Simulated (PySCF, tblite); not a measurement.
# C₅H₁₀N radical: geometry, infrared bands and EPR parameters

Aim: predict the infrared bands and EPR parameters of C₅H₁₀N radical (`C[C]1CCCN1`).

Programs: tblite 0.8.0 and PySCF 2.14.0, with density-fitted response routines of our own. Each step states its level of theory. These are calculated values for one molecule in the gas phase, unless marked as measured. Atoms count from 0, in the outputs and in this text.

### 1 Starting geometry

16 atoms, charge 0, multiplicity 2; geometry from: force field or distance geometry start.

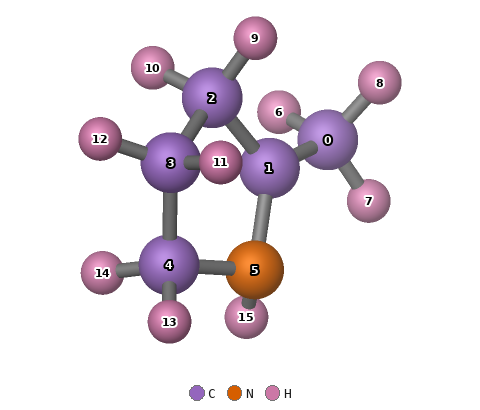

As it starts; carbon purple, nitrogen orange, hydrogen pink, atoms numbered; sticks join atoms by distance.

### 2 Optimising the geometry with GFN2-xTB

The job: settings as JSON, then the geometry in Å.

```
{"job": {"kind": "relax", "xc": "GFN2-xTB", "basis": "xTB"}, "charge": 0, "multiplicity": 2}
C      2.130300     0.478000     0.220500
C      0.691300     0.077800     0.189300
C     -0.410900     1.056300     0.200000
C     -1.627900     0.139400     0.199900
C     -1.146600    -1.162800    -0.440000
N      0.237900    -1.311400    -0.006900
H      2.371600     1.049600    -0.685200
H      2.788300    -0.385500     0.276200
H      2.329600     1.106900     1.094300
H     -0.409200     1.716700     1.073900
H     -0.397500     1.661300    -0.718200
H     -1.937600    -0.069300     1.245600
H     -2.488500     0.568400    -0.306200
H     -1.751300    -2.021000    -0.156600
H     -1.185600    -1.056500    -1.537600
H      0.798200    -1.839000    -0.660500
```

Started as:

```console
OMP_NUM_THREADS=1 python probes_run.py task.json out
```

This one command runs all jobs of the session in turn.

**Question.** This job is followed by: GFN2-xTB harmonic vibrations, gas phase; UKS B3LYP, pcH-1 on C H N, non-relativistic, mean-field spin-orbit, GIAO. Predict these results of the whole session: strongest single infrared mode (GFN2-xTB); zero-point energy (GFN2-xTB); g(iso) (B3LYP); ⟨S²⟩; largest a(iso) (averaged by class); potential on the surface of density 0.002 e/bohr³, 1st and 99th percentile.

As calculated:

```
                                                                  quantity                  value
                                 strongest single infrared mode (GFN2-xTB)  2820 cm⁻¹, 113 km/mol
                                              zero-point energy (GFN2-xTB)          88.0 kcal/mol
                                                            g(iso) (B3LYP)                2.00274
                                                                      ⟨S²⟩     0.754 (exact 0.75)
                                        largest a(iso) (averaged by class)   13C on C1, 164.4 MHz
potential on the surface of density 0.002 e/bohr³, 1st and 99th percentile     -1.37 V and 1.41 V
```

What this shows: The optimisation took 79 steps and gained 0.202 eV; among the close pairs (by a distance rule), C1–N5 changed most, from 1.474 to 1.397 Å. No mode is imaginary among the 42: a minimum at this level. The strongest single mode, at 2820 cm⁻¹, moves mainly H6. GFN2-xTB is a fitted tight-binding method: band positions and strengths are rough. Its intensities can rank the bands wrongly. C1 carries the largest spin population, 0.80 e. The isotropic g lies 0.4 ppt above the free-electron value. These values are for one conformer; the search (at its own cheap level) found 2 more, at 0.22, 0.90 kcal/mol, and measured spectra average over such forms.
